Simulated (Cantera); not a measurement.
Charge: 1 mol H₂S, 0.39 mol O₂, equilibrated at 15.0 mbar.

Equilibrium computed with Cantera from the NASA thermochemical tables; the gas is ideal and each condensed phase is pure. Candidate condensed phases: H₂O, H₂SO₄, S; 19 gas species. Gases not in the tables: S₃ to S₇. Kinetics and transport are ignored.

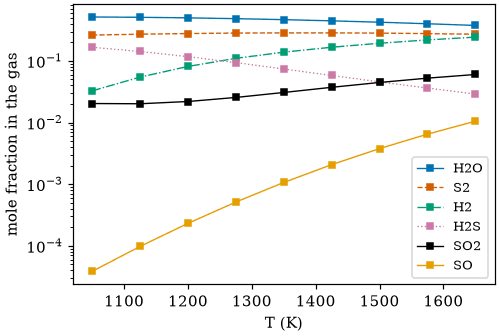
Fig. 1. Equilibrium gas composition (values under 1e-9 drawn at 1e-9)

**Question.** Read off the mole fractions at 1200 K.

**Answer.** H₂O about 0.50, S₂ about 0.28, H₂S about 0.12, H₂ about 0.081, SO₂ about 0.022, SO about 0.00023.
